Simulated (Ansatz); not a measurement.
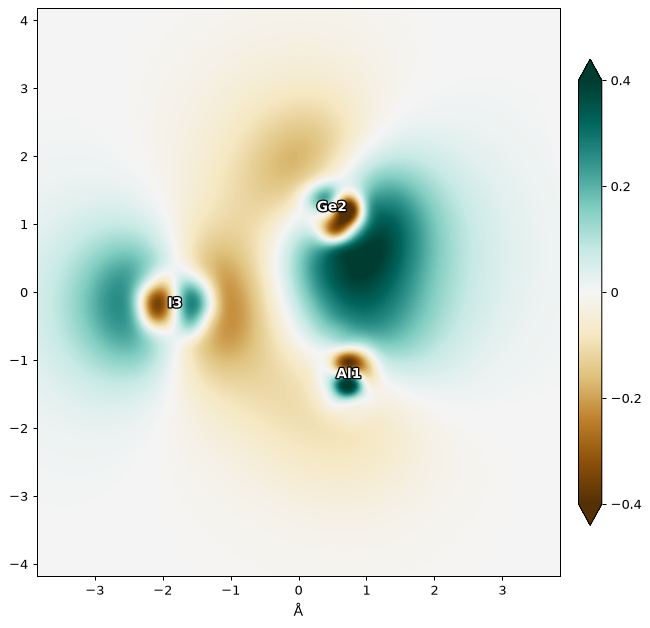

The picture shows: AlGeH4I. One frontier orbital on the plane of atoms Ge2, Al1 and I3 (values in Å⁻³ᐟ²; the overall sign is arbitrary).

Geometry: PBE0-D3(BJ)/def2-SVP; core potentials replace the inner electrons of I.

Level of theory: isolated molecule in a Gaussian basis; Kohn-Sham density functional theory, functional PBE0 (Ansatz 0.2.0).

Input

```
crystal:
  periodic: [false, false, false]
  atoms:
    - {symbol: Al, position_ang: [-1.857840, 0.937295, -1.298149]}
    - {symbol: Ge, position_ang: [-1.771300, 1.178411, 1.154692]}
    - {symbol: I, position_ang: [-1.062682, -1.254661, 0.189432]}
    - {symbol: H, position_ang: [-0.594051, 1.486125, -2.078349]}
    - {symbol: H, position_ang: [-3.290242, 0.629603, -1.898688]}
    - {symbol: H, position_ang: [-2.879149, 0.777839, 2.154300]}
    - {symbol: H, position_ang: [-0.524206, 1.525587, 1.998035]}
basis:
  gaussian: {orbitals: def2-TZVPD}
hamiltonian: {xc: pbe0}
output: {forces: true, orbitals: {seedname: orbitals}}
```

Command:

```sh
ansatz run input.yaml --threads 2 --pin off --max-ram 4350MiB --events-out events.jsonl --progress --plain --runs-dir runs
```

Q: Which orbital is it: HOMO or LUMO?

A: The HOMO, at −7.49 eV. By Hirshfeld shares it lies mainly on Ge2 (about 45 %), I3 (about 25 %) and Al1 (about 20 %).
